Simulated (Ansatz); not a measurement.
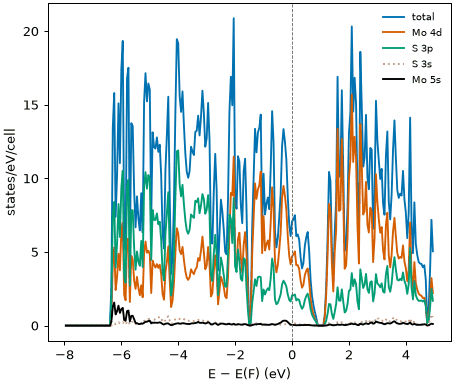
Figure: Total and projected density of states of Mo3S4 in space group R-3 (No. 148; Mo on 18f, S on 18f, S on 6c), PBEsol in the plane-wave PAW code Ansatz

Task: Which orbitals carry the states next to the Fermi level?

Result: Within 0.5 eV of the Fermi level: Mo 4d 68 %, S 3p 26 %. Projections are on Löwdin-orthogonalised atomic valence shells; empty p or d shells of many metals are not among them.

Task: Where is the tallest occupied peak in this window, and what makes it?

Result: Near -2.0 eV, about 21 states/eV per cell; the largest projected share is Mo 4d.

The workflow started from a Materials Project entry (that database holds measured and hypothetical structures alike); the Crystallography Open Database files this formula in space group No. 148, but the cells were not matched. Its standing as an ambient phase is unchecked. Symmetry was held in the PBEsol relaxation; its stability against distortions is not shown here. The run is not spin-polarised. Scalar-relativistic: spin–orbit coupling is off unless named, which matters more the heavier the elements.

Potentials: the later of the program's two PAW sets.
